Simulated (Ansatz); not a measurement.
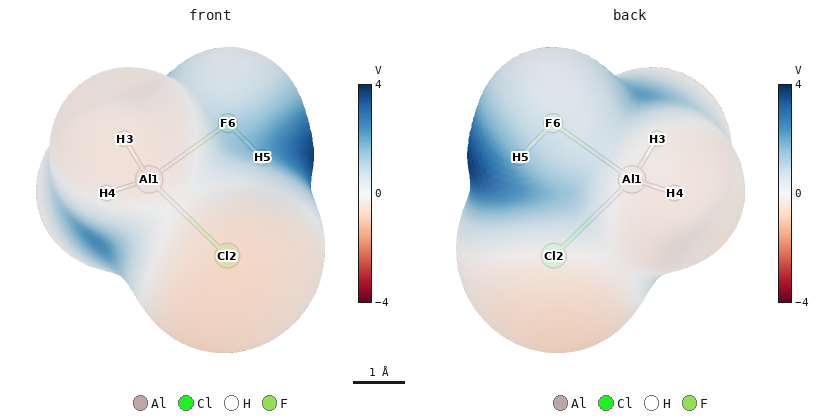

AlClFH$_{3}$. The molecular electrostatic potential painted on the density surface at 0.002 e/bohr³, seen from the front and from behind; red is negative and blue positive.

These are results of RKS PBE0-D4/6-31G* (Ansatz), not measurements.

```xyz
6

Al   -0.5875    0.1066   -0.3289
Cl    1.2543    1.1994   -0.7603
H    -0.9156   -1.0478   -1.3599
H    -1.6295    0.9097    0.5502
H     1.3397   -0.3374    0.8465
F     0.5386   -0.8305    1.0524
```

**Which sites attract a positive test charge, and which a negative one?**

A positive charge is drawn to the negative regions and a negative charge to the positive ones. The most negative region (about −0.8 V, or −18 kcal/mol for a unit charge) lies over Cl2, the most positive (about +3.7 V, or +85 kcal/mol for a unit charge) over H5.
